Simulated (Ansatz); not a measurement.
Frequency calculation, with input and output: BSiNH$_{7}$F

The run: frequency calculation of BSiNH$_{7}$F. Method and program: RKS B3LYP/6-31G* (Ansatz 0.2.0).

It belongs to a series of runs on one base structure; here: vibrations at the highest image of the band.

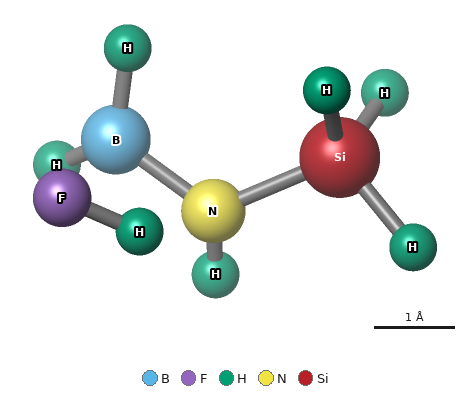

Figure 1. The input geometry (ball-and-stick view, seen at a tilt). Bond lengths as drawn: B–H 1.19 Å, B–N 1.53 Å, F–H 1.08 Å, H–N 1.02 Å, H–Si 1.48 to 1.49 Å and N–Si 1.77 Å.

### The input
```yaml
crystal:
  periodic: [false, false, false]
  atoms:
    - { symbol: B, position_ang: [0.190632, -0.503116, -0.020893] }
    - { symbol: F, position_ang: [-0.629821, 0.666546, 1.00321] }
    - { symbol: H, position_ang: [1.319734, -0.115318, -0.067891] }
    - { symbol: H, position_ang: [-0.472563, -0.570596, -1.010727] }
    - { symbol: "N", position_ang: [-0.103797, -1.555191, 1.054309] }
    - { symbol: H, position_ang: [-0.870476, -2.181106, 0.815549] }
    - { symbol: Si, position_ang: [1.193382, -2.306006, 2.000808] }
    - { symbol: H, position_ang: [2.07295, -3.166942, 1.167539] }
    - { symbol: H, position_ang: [1.993645, -1.220163, 2.612533] }
    - { symbol: H, position_ang: [0.570429, -3.145369, 3.058033] }
    - { symbol: H, position_ang: [-0.630817, -0.293639, 1.495132] }
basis:
  gaussian: { orbitals: "6-31G*" }
hamiltonian:
  xc: b3lyp
phonons: {}
```

Machine: 1 thread of AMD EPYC (Zen 3), 32 GiB of memory available, shared host.

Command:
```bash
ansatz run input.yaml --threads 1 --pin off --max-ram 2048MiB --backend cpu --events-out ev --progress --plain --runs-dir out
```

### Output
```
Engine: ansatz 0.2.0, x86_64-unknown-linux-gnu
Functional definition: B3LYP
  parameter a0 = 0.2
  parameter ax = 0.72
  parameter ac = 0.81
  exchange = (1 - a0 - ax)*slater_x + ax*b88_x + a0*exact_x
  correlation = (1 - ac)*vwn_rpa_c + ac*lyp_c
874 factors; integrals over basis functions are off by at most 4.7e-4 eV
mean field evaluation 1: about -12870.7372 eV, gradient 5.0e1 eV
mean field evaluation 2: about -12865.2214 eV, gradient 7.0e1 eV
mean field evaluation 4: about -12875.4817 eV, gradient 4.3e0 eV
mean field evaluation 8: about -12875.5258 eV, gradient 2.8e-2 eV
mean field -12875.52584738 eV, -473.1668475463 hartree, gradient 4.1e-5 eV, S^2 0.000000; 0 other end points of the search recorded, 0 dependent functions left out
the calculation of the forces begins
reference -12875.52608388 eV, -473.1668562374 hartree; 21, 21 occupied and 57, 57 virtual orbitals, 874 factors
these checks for a lower state are left out or cut short: stability, starts, cluster_reference, orbital_swaps, neighbouring_geometries, increment
874 factors; integrals over basis functions are off by at most 4.7e-4 eV
mean field evaluation 16: about -12875.5257 eV, gradient 1.0e-1 eV
mean field -12875.52572208 eV, -473.1668429415 hartree, gradient 1.4e-6 eV, S^2 0.000000; 0 other end points of the search recorded, 0 dependent functions left out
[... from here on the field's lines of each further geometry are left out, up to the last ...]
the calculation of the forces begins
reference -12875.52605005 eV, -473.1668549943 hartree; 21, 21 occupied and 57, 57 virtual orbitals, 874 factors
these checks for a lower state are left out or cut short: stability, starts, cluster_reference, orbital_swaps, neighbouring_geometries, increment
874 factors; integrals over basis functions are off by at most 4.7e-4 eV
mean field -12875.52581143 eV, -473.1668462253 hartree, gradient 1.2e-6 eV, S^2 0.000000; 0 other end points of the search recorded, 0 dependent functions left out
the calculation of the forces begins
reference -12875.52604792 eV, -473.1668549159 hartree; 21, 21 occupied and 57, 57 virtual orbitals, 874 factors
WARN: phonons: modes at or below zero, which the zero-point energy, F, S and C_V leave out: 1, the lowest at -693.80 cm⁻¹. A minimum has none, and a first-order saddle one
Total energy: -12875.52608388 eV, -473.1668562374 hartree
Atom 0 at     0.190632    -0.503116    -0.020893 Å, force     0.000632     0.000547     0.000340 eV/Å
Atom 1 at    -0.629821     0.666546     1.003210 Å, force     0.000568     0.000107     0.000087 eV/Å
Atom 2 at     1.319734    -0.115318    -0.067891 Å, force     0.000327     0.000110    -0.000332 eV/Å
Atom 3 at    -0.472563    -0.570596    -1.010727 Å, force    -0.000819     0.000256    -0.000030 eV/Å
Atom 4 at    -0.103797    -1.555191     1.054309 Å, force    -0.001590    -0.001343     0.000246 eV/Å
Atom 5 at    -0.870476    -2.181106     0.815549 Å, force     0.000509     0.000086    -0.000545 eV/Å
Atom 6 at     1.193382    -2.306006     2.000808 Å, force    -0.001529     0.002265    -0.000346 eV/Å
Atom 7 at     2.072950    -3.166942     1.167539 Å, force     0.000468    -0.000534     0.000001 eV/Å
Atom 8 at     1.993645    -1.220163     2.612533 Å, force    -0.000228     0.000666    -0.000168 eV/Å
Atom 9 at     0.570429    -3.145369     3.058033 Å, force    -0.000170    -0.000199     0.000328 eV/Å
Atom 10 at    -0.630817    -0.293639     1.495132 Å, force     0.001835    -0.001962     0.000419 eV/Å
Dipole moment:    -0.120402    -0.466158     0.259060 e Å
Vibrations: -693.80 111.35 126.95 222.28 473.96 600.86 627.30 696.78 743.79 817.65 868.14 943.51 964.80 968.66 981.86 1024.02 1156.98 1170.17 1262.56 1309.42 2041.48 2255.32 2257.75 2290.00 2615.29 2702.29 3530.58 cm⁻¹, zero-point energy 2.031094 eV
```

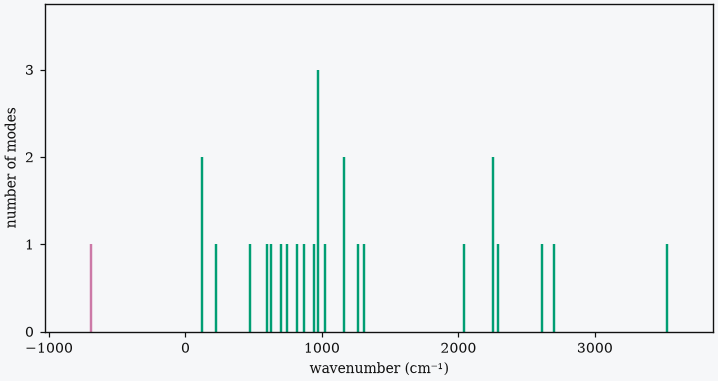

Figure 2. Harmonic vibrational wavenumbers from the force constants; neighbouring modes closer than 19 cm⁻¹ are counted in one stick, and imaginary ones are drawn at negative wavenumbers. 27 modes from 694i to 3531 cm⁻¹, 1 imaginary beyond 8i (694i cm⁻¹): a first-order saddle point, if the geometry is stationary.

### Summary

```csv
quantity,value
outcome,converged
total energy,−12875.5261 eV
mean-field energy,−12875.5261 eV
largest force (length of the vector),0.003 eV/Å
wall time,2 min
peak memory,0.17 GiB
```
